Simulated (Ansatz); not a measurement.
# Core levels in a random alloy: Mg13Tl3 (Tl on 19 % of the Mg sites, one arrangement)

Aim: core-level shifts of both metals in Mg13Tl3 (Tl on 19 % of the Mg sites, one arrangement), site by site. Spin–orbit coupling is left out of the bands throughout.

Method: DFT, PBEsol, plane-wave PAW, default files, scalar-relativistic, in Ansatz 0.2.0.

## 1. Set-up

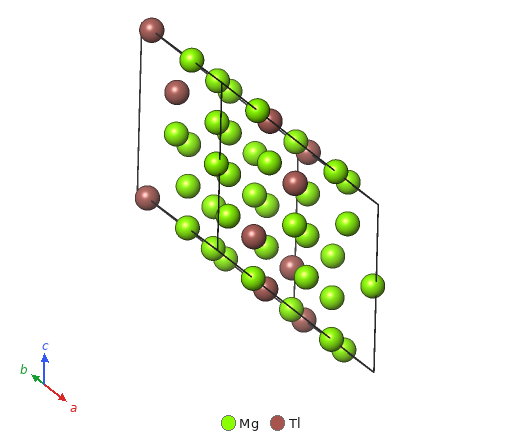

The cell as given, slightly off an axis (magnesium green, thallium brown). This picture shows the conventional cell, with its axes. Some periodic images of atoms are drawn too.

## 2. Relaxation

Atoms near a foreign or missing neighbour move off the ideal sites, so they are relaxed first.

input.yaml reads:

```yaml
crystal:
  lattice:
    - [-4.8904073558, 2.8234780033, 5.3043289815]
    - [-4.8904073558, 2.8234780033, -5.3043289815]
    - [-3.2602715705, -5.6469560067, 5.3043289815]
  atoms:
    - { symbol: Mg, position: [0.875, 0.625, 0.75] }
    - { symbol: Mg, position: [0.375, 0.125, 0.75] }
    - { symbol: Mg, position: [0.25, 0.75, 0.5] }
    - { symbol: Mg, position: [0.75, 0.25, 0.5] }
    - { symbol: Mg, position: [0.625, 0.875, 0.25] }
    - { symbol: Tl, position: [0.125, 0.375, 0.25] }
    - { symbol: Mg, position: [0.5, 0.5, 0.0] }
    - { symbol: Mg, position: [0.0, 0.0, 0.0] }
    - { symbol: Tl, position: [0.3333333333, 0.3333333333, 0.5] }
    - { symbol: Mg, position: [0.8333333333, 0.8333333333, 0.5] }
    - { symbol: Mg, position: [0.7083333333, 0.4583333333, 0.25] }
    - { symbol: Mg, position: [0.2083333333, 0.9583333333, 0.25] }
    - { symbol: Tl, position: [0.0833333333, 0.5833333333, 0.0] }
    - { symbol: Mg, position: [0.5833333333, 0.0833333333, 0.0] }
    - { symbol: Mg, position: [0.9583333333, 0.2083333333, 0.75] }
    - { symbol: Mg, position: [0.4583333333, 0.7083333333, 0.75] }
kpoints:
  mp_grid: { grid: [4, 4, 4] }
scf:
  occupations: { method: fermi_dirac, width: 0.08 }
  n_extra_bands: 16
hamiltonian:
  xc: pbesol
  pseudopotentials: { kind: paw }
output:
  forces: true
relax:
  f_tol: 0.04
  max_steps: 35
```

Started as:

```sh
ansatz run input.yaml --threads 4 --pin off --max-ram 14336MiB --backend cpu --events-out ev --progress --plain --runs-dir out
```

Numbers of over 12 decimals in the logs are rounded to 6 here.

Log:

```text
scf.n_extra_bands = 16 over 85 filled bands (N_el = 169.0): the run solves 101 bands
Engine: ansatz 0.2.0, x86_64-unknown-linux-gnu
Pseudopotentials: kind: paw
Pseudopotential: Mg, paw, valence charge 10, recommended cutoff 420 eV (normal), Mg.paw.azcp
Pseudopotential: Tl, paw, valence charge 13, recommended cutoff 420 eV (normal), Tl.paw.azcp
Functional definition: PBEsol
  exchange = pbesol_x
  correlation = pbesol_c
Crystal: 16 atoms, lattice volume = 390.624 Å³
Basis set: ecut = 420 eV, 7647 PW (Γ), exchange–correlation on 108×108×120 points (8 copies of the dense FFT grid, shifted against one another)
Bands: 101, of which v1, the nominal top of the filled ones, is band 85 counted from 1 (84 counted from 0)
Symmetry: 2 space group operations
Space group: C2 (ITA 5), of the structure as read, at distance tolerance 7.3e-5 Å
k-points: 24 of 64 (time reversal used)
Non-local potential: Mg, projectors of the file, l = 0: 3, l = 1: 2, l = 2: 1
Non-local potential: Tl, projectors of the file, l = 0: 2, l = 1: 2, l = 2: 2, l = 3: 1
PAW form: soft (Blöchl's): semilocal exchange-correlation on the pseudo side does not see the compensation charge
PAW frozen core: Mg, regenerated for the run's functional, and the local potential with it (the file was generated under x = pbe(κ = 0.804, μ = 0.219515), c = pbe(β = 0.066725))
PAW frozen core: Tl, regenerated for the run's functional, and the local potential with it (the file was generated under x = pbe(κ = 0.804, μ = 0.219515), c = pbe(β = 0.066725))
PAW one-centre angular grid: Mg, 110 points (default); XC on 64 Gauss nodes
PAW one-centre angular grid: Tl, 590 points (default); XC on 64 Gauss nodes
Initial density: superposition of atomic densities (neutral atoms: chi_scale 0, normalization atom), corrected by the library's trained network
Initial wavefunctions: pseudopotential atomic-orbital guess
Functional: x = pbesol(κ = 0.804, μ = 0.123457), c = pbesol(β = 0.046)
SCF iter   1: F=—  HF=-58744.109601 eV  |F-HF|=—  |Δ(HF+E_count)|=         —  Δρ=2.22e-3  dr2=3.44e-2  ethr=1.77e-3  ⟨swp⟩=8.3  Hψ=10047  notcnv=0  defer=16
preconditioner: auto → Kerker (q_TF=auto, 2.373 Å⁻¹)  [metal: Δε(μ)=0.019 eV  Ē_g=9.165 eV  σ=0.080 eV  W_gap=0.06  n_scr=88 (ndim 8)  ℏωp=15.1 eV  f_vac=0.000  D(μ)=6.05/eV (n_scr^D=34)]
SCF iter   2: F=—  HF=-58744.101833 eV  |F-HF|=—  |Δ(HF+E_count)|=   7.77e-3  Δρ=1.09e-3  dr2=1.59e-2  ethr=2.04e-5  ⟨swp⟩=2.8  Hψ=4922  notcnv=0  defer=18
SCF iter   3: F=—  HF=-58744.098301 eV  |F-HF|=—  |Δ(HF+E_count)|=   3.53e-3  Δρ=3.24e-4  dr2=2.38e-3  ethr=9.43e-6  ⟨swp⟩=2.0  Hψ=2619  notcnv=0  defer=18
SCF iter   4: F=—  HF=-58744.097742 eV  |F-HF|=—  |Δ(HF+E_count)|=   5.59e-4  Δρ=5.40e-5  dr2=1.48e-5  ethr=1.41e-6  ⟨swp⟩=2.0  Hψ=2740  notcnv=0  defer=18
iter 5 did not close the SCF: its close was put off for the readings that it lacked (scf_convergence_deferred on its scf_iter line)
SCF iter   5: F=-58744.097740 eV  HF=-58744.097741 eV  |F-HF|=1.40e-7  |Δ(HF+E_count)|=   1.07e-6  Δρ=1.30e-5  dr2=7.69e-7  ethr=8.76e-9  ⟨swp⟩=2.0  Hψ=2881  notcnv=0  defer=18
SCF iter   6: F=-58744.097741 eV  HF=-58744.097741 eV  |F-HF|=5.64e-8  |Δ(HF+E_count)|=   6.87e-8  Δρ=4.39e-6  dr2=1.10e-7  ethr=4.55e-10  ⟨swp⟩=1.0  Hψ=5664  notcnv=0
SCF 1 converged in 6 iterations: F = -58744.097741 eV  dr2 = 1.10e-7
  greatest PAW one-centre occupation: 1.000 electrons in one spin orbital (limit 2), on the Mg atom at site 7 (counted from 0), in its partial waves of l = 0
relax step   1: F+E_penalty+E_count = -58744.09774054 eV  Δ(F+E_penalty+E_count) = +0.000e0 eV  max|allowed force component| = 2.193e-1 eV/Å  Δτ_max = 0.0000 Å  (6 SCF iters, dr2 threshold 4.00e-5 eV, accepted)
Initial density: handed on by an earlier stage of this run
Initial wavefunctions: those handed on with the density
iter 1 solved again at ethr=6.28e-6 eV; its pass at ethr=3.10e-3 eV (dr2=1.06e-2 eV) is discarded
SCF iter   1: F=—  HF=-58744.132207 eV  |F-HF|=—  |Δ(HF+E_count)|=         —  Δρ=1.66e-3  dr2=1.06e-2  ethr=6.28e-6  ⟨swp⟩=2.0  Hψ=7920  notcnv=0  defer=32
preconditioner: auto → Kerker (q_TF=auto, 2.373 Å⁻¹)  [metal: Δε(μ)=0.006 eV  Ē_g=9.130 eV  σ=0.080 eV  W_gap=0.02  n_scr=88 (ndim 8)  ℏωp=15.1 eV  f_vac=0.000  D(μ)=6.18/eV (n_scr^D=34)]
SCF iter   2: F=—  HF=-58744.130188 eV  |F-HF|=—  |Δ(HF+E_count)|=   2.02e-3  Δρ=9.69e-4  dr2=3.68e-3  ethr=6.28e-6  ⟨swp⟩=1.7  Hψ=2455  notcnv=0  defer=32
SCF iter   3: F=—  HF=-58744.129359 eV  |F-HF|=—  |Δ(HF+E_count)|=   8.30e-4  Δρ=1.38e-4  dr2=1.40e-4  ethr=2.17e-6  ⟨swp⟩=2.0  Hψ=3138  notcnv=0  defer=32
SCF iter   4: F=—  HF=-58744.129275 eV  |F-HF|=—  |Δ(HF+E_count)|=   8.36e-5  Δρ=6.39e-5  dr2=2.09e-5  ethr=8.26e-8  ⟨swp⟩=2.0  Hψ=3150  notcnv=0  defer=32
SCF iter   5: F=-58744.129269 eV  HF=-58744.129270 eV  |F-HF|=8.33e-7  |Δ(HF+E_count)|=   5.43e-6  Δρ=1.02e-5  dr2=1.17e-6  ethr=1.78e-9  ⟨swp⟩=3.0  Hψ=8103  notcnv=0
SCF 2 converged in 5 iterations: F = -58744.129269 eV  dr2 = 1.17e-6
relax step   2: F+E_penalty+E_count = -58744.12926888 eV  Δ(F+E_penalty+E_count) = -3.153e-2 eV  max|allowed force component| = 7.930e-2 eV/Å  Δτ_max = 0.0802 Å  (5 SCF iters, dr2 threshold 3.00e-6 eV, accepted)
SCF iter   1: F=—  HF=-58744.136907 eV  |F-HF|=—  |Δ(HF+E_count)|=         —  Δρ=1.16e-3  dr2=5.83e-3  ethr=3.35e-5  ⟨swp⟩=4.9  Hψ=5180  notcnv=0  defer=57
preconditioner: auto → Kerker (q_TF=auto, 2.373 Å⁻¹)  [metal: Δε(μ)=0.003 eV  Ē_g=9.131 eV  σ=0.080 eV  W_gap=0.01  n_scr=88 (ndim 8)  ℏωp=15.1 eV  f_vac=0.000  D(μ)=6.23/eV (n_scr^D=34)]
SCF iter   2: F=—  HF=-58744.135946 eV  |F-HF|=—  |Δ(HF+E_count)|=   9.60e-4  Δρ=6.83e-4  dr2=2.04e-3  ethr=3.45e-6  ⟨swp⟩=1.2  Hψ=2813  notcnv=0  defer=57
SCF iter   3: F=—  HF=-58744.135540 eV  |F-HF|=—  |Δ(HF+E_count)|=   4.06e-4  Δρ=1.04e-4  dr2=6.25e-5  ethr=1.21e-6  ⟨swp⟩=2.0  Hψ=3143  notcnv=0  defer=57
SCF iter   4: F=—  HF=-58744.135474 eV  |F-HF|=—  |Δ(HF+E_count)|=   6.68e-5  Δρ=4.64e-5  dr2=1.15e-5  ethr=3.70e-8  ⟨swp⟩=2.0  Hψ=3148  notcnv=0  defer=57
SCF iter   5: F=—  HF=-58744.135471 eV  |F-HF|=—  |Δ(HF+E_count)|=   2.79e-6  Δρ=6.93e-6  dr2=3.97e-7  ethr=6.82e-9  ⟨swp⟩=2.0  Hψ=3120  notcnv=0  defer=57
SCF iter   6: F=-58744.135471 eV  HF=-58744.135471 eV  |F-HF|=2.24e-8  |Δ(HF+E_count)|=   9.97e-8  Δρ=1.81e-6  dr2=2.94e-8  ethr=5.92e-11  ⟨swp⟩=4.0  Hψ=7340  notcnv=0
SCF 3 converged in 6 iterations: F = -58744.135471 eV  dr2 = 2.94e-8
relax step   3: F+E_penalty+E_count = -58744.13547065 eV  Δ(F+E_penalty+E_count) = -6.202e-3 eV  max|allowed force component| = 3.920e-3 eV/Å  Δτ_max = 0.0544 Å  (6 SCF iters, accepted)
SCF converged after 6 iterations
Free energy (F): -58744.135471 eV
Harris-Foulkes:  -58744.135471 eV  (|F-HF|=2.24e-8)
Internal energy: -58744.003293 eV  (E = F + TS)
E sigma→0 (E₀):  -58744.069382 eV
Entropy (-TS):   -0.132178 eV (-8.261 meV/atom)
Fermi energy:    6.552724 eV
--- Per-component energies (eV) ---
  E_band       = -4657.883026
  E_kinetic    = 1972.716511
  E_local      = -23855.821751  (includes V_loc(G=0)·N_el)
  E_nonlocal   = 2208.886004
  E_hartree    = 8547.746399
  E_xc         = -1049.769719
  E_vxc        = -898.240985  (∫ρ·V_xc dr)
  E_paw        = -33714.342430  (= ΣΔE_a)
  E_vpaw       = -1180.914690  (= ΣTr[D̂ρ^β])
  E_aug_tail   = 0.000073  (compensation charges beyond the density's cutoff)
  E_ewald      = -12854.298384
  E_core_change = 0.880005  (= ΣΔE_core)
  E_smearing   = -0.132178  (= −TS)
  E_closure    = -0.000000  (closes the sum)
  Σ components = -58744.135471   (vs F -58744.135471, Δ=0.00e0)
--- Forces (eV/Å), atoms counted from 1 ---
  atom   1  Mg     0.00016815    -0.00296027    -0.00289239
  atom   2  Mg     0.00264774     0.00133451     0.00289239
  atom   3  Mg     0.00017433    -0.00004056     0.00391995
  atom   4  Mg     0.00111137    -0.00010002     0.00362118
  atom   5  Mg     0.00333177    -0.00192360     0.00000000
  atom   6  Tl    -0.00269748     0.00155739     0.00000000
  atom   7  Mg     0.00012229    -0.00013070    -0.00391995
  atom   8  Mg     0.00064230    -0.00091247    -0.00362118
  atom   9  Tl    -0.00073258     0.00049315     0.00021972
  atom  10  Mg     0.00102768     0.00029494     0.00360474
  atom  11  Mg    -0.00259337     0.00126325     0.00272161
  atom  12  Mg    -0.00239069     0.00161430    -0.00272161
  atom  13  Tl    -0.00079338     0.00038786    -0.00021972
  atom  14  Mg     0.00025841    -0.00103747    -0.00360474
  atom  15  Mg    -0.00097103     0.00056062     0.00000000
  atom  16  Mg     0.00071562    -0.00041316     0.00000000
  max |Σ_I F_I| component: 2.11e-5 eV/Å
--- Relaxed structure (3 steps of the walk, 3 accepted, 0 SCFs on fresh bases) ---
  F+E_penalty+E_count = -58744.13547065 eV   max|allowed force component| = 3.920e-3 eV/Å
  atoms:
    - { symbol: Mg, position: [0.874909, 0.622614, 0.746677] }
    - { symbol: Mg, position: [0.372614, 0.124909, 0.753323] }
    - { symbol: Mg, position: [0.251232, 0.746254, 0.498743] }
    - { symbol: Mg, position: [0.751390, 0.248203, 0.504679] }
    - { symbol: Mg, position: [0.623060, 0.873060, 0.250000] }
    - { symbol: Tl, position: [0.124241, 0.374241, 0.25] }
    - { symbol: Mg, position: [0.496254, 0.501232, 0.00125696] }
    - { symbol: Mg, position: [-0.00179711, 0.00139008, -0.0046792] }
    - { symbol: Tl, position: [0.350487, 0.322063, 0.495494] }
    - { symbol: Mg, position: [0.832574, 0.834504, 0.501292] }
    - { symbol: Mg, position: [0.710776, 0.457578, 0.245670] }
    - { symbol: Mg, position: [0.207578, 0.960776, 0.254330] }
    - { symbol: Tl, position: [0.072063, 0.600487, 0.00450638] }
    - { symbol: Mg, position: [0.584504, 0.082574, -0.00129188] }
    - { symbol: Mg, position: [0.959187, 0.209187, 0.750000] }
    - { symbol: Mg, position: [0.457597, 0.707597, 0.75] }
```

Wall time 96 s (4 threads of AMD EPYC (Zen 3), shared host); peak memory 1.4 GiB.

Step by step:

| step | energy less that of the first step (eV) | largest force component (eV/Å) |
| --- | --- | --- |
| 1 | 0.0000 | 0.2193 |
| 2 | -0.0315 | 0.0793 |
| 3 | -0.0377 | 0.0039 |

The run keeps the 2 symmetry operations that it works with, so distortions that break them were not tested.

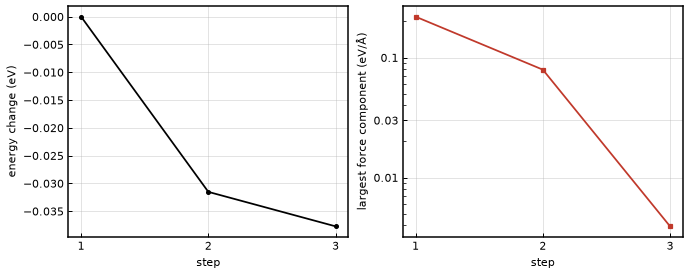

Energy and largest force along the relaxation.

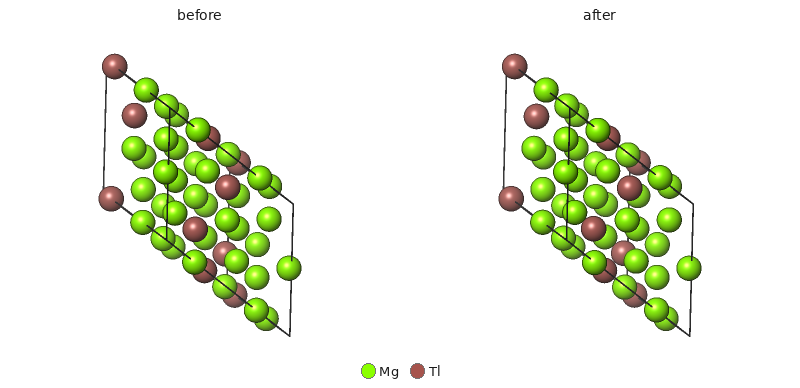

The structure before and after the relaxation, drawn at the same scale.

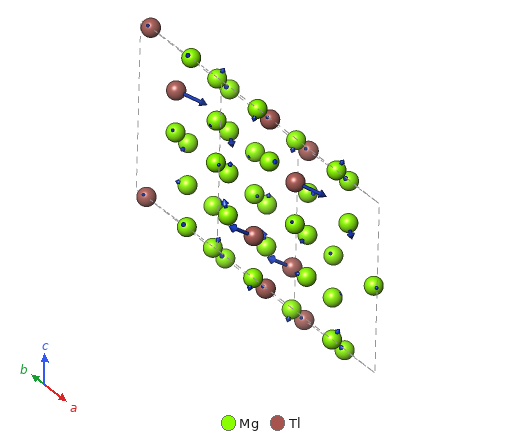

Displacements in the relaxation, exaggerated; the longest in the cell stands for 0.13 Å. Some periodic images of atoms are drawn too.

The atoms that moved most (Å):

| atom | dx | dy | dz | length |
| --- | --- | --- | --- | --- |
| Tl9 | -0.014 | 0.042 | 0.127 | 0.134 |
| Tl13 | -0.043 | -0.009 | -0.127 | 0.134 |
| Mg4 | -0.013 | -0.028 | 0.042 | 0.052 |
| Mg8 | 0.017 | 0.025 | -0.042 | 0.052 |
| Mg12 | -0.022 | -0.020 | 0.006 | 0.030 |
| Mg11 | 0.006 | 0.029 | -0.006 | 0.030 |
| Mg1 | 0.023 | 0.012 | -0.005 | 0.026 |
| Mg2 | 0.001 | -0.026 | 0.005 | 0.026 |

Numbers from this step:

```yaml
free_energy: -58744.1355 eV
energy_at_zero_smearing: -58744.0694 eV
smearing_term_ts: 0.1322 eV
fermi_energy: 6.553 eV
symmetry_operations: 2
```

The relaxation ends 2.4 meV an atom lower, with a largest force component of 0.0039 eV/Å.

[end of part 1 of 3]

[Logs are printed without paths, hosts, clocks, repeated set-up lines and the standing remarks that a program may print on its own settings, such as how far it seeks lower states.]

[Hosts, paths, dates, database ids (printed as entryN), source tags and the programs' standing remarks are cut or masked in the printed files.]

[Maps of the electrostatic potential energy from Ansatz leave out the sawtooth potential of an applied field or a dipole correction, so their vacuum need not be flat; work functions include it.]
